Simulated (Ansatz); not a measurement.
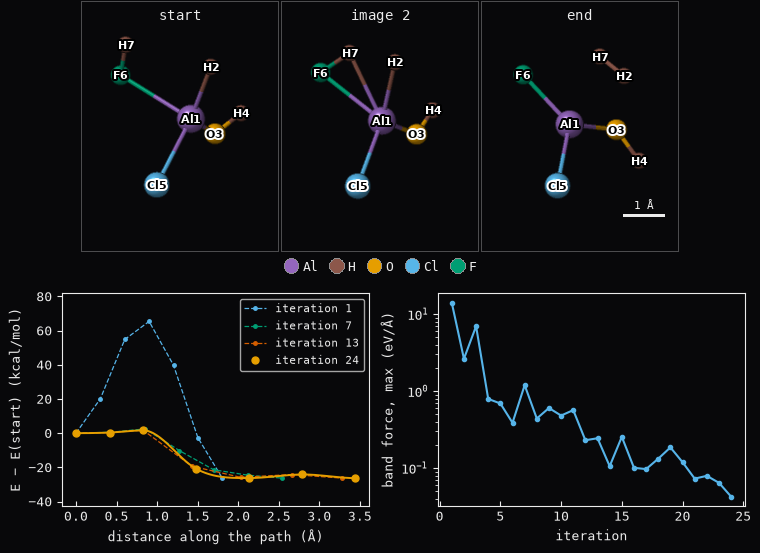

A search for the minimum-energy path of AlH3OClF by the nudged elastic band. Images are numbered from 0 (start) to 6 (end). The plot follows the band through its iterations. A ball-and-stick model, seen from a free direction.

Method: RKS PBE0/def2-SVP in Ansatz 0.2.0. Set-up: 5 movable images; climbing image; force threshold 0.05 eV/Å; iteration limit 60; starting path by straight interpolation.

Did the band converge, and can the barrier be trusted?

Answer. The run is converged, with reservations. The band converged in 24 iterations. The largest component of the band force went from 14 to 0.043 eV/Å. The climbing image converged on the top of the path. Its curvatures weren't checked. The straight starting path can push atoms close together and costs iterations. The first iteration put the highest image at 65.4 kcal/mol. The energy climbs by 1.6 kcal/mol to image 2 and then falls by 27.9 kcal/mol, so the end point sits at −26.3 kcal/mol. The profile has 2 maxima (images 2, 5) with a dip at image 4 (−26.3 kcal/mol), so the process runs in steps.
